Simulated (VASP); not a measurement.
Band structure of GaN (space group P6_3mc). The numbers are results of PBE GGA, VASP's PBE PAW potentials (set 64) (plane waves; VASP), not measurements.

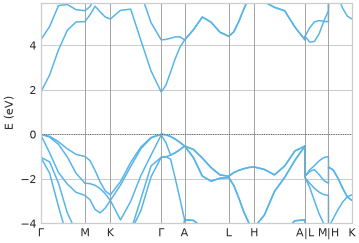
Figure. Bands along high-symmetry lines, zero at the valence-band maximum or, without a gap, the Fermi level

Read the plot: is there a gap, and where are the band edges?

The gap is direct, 1.90 eV, from the valence maximum at Γ to the conduction minimum at Γ.

The structure comes from a computed database's GaN entry (P6_3mc); how it stands against other phases isn't given here. The cell was not relaxed at this level.
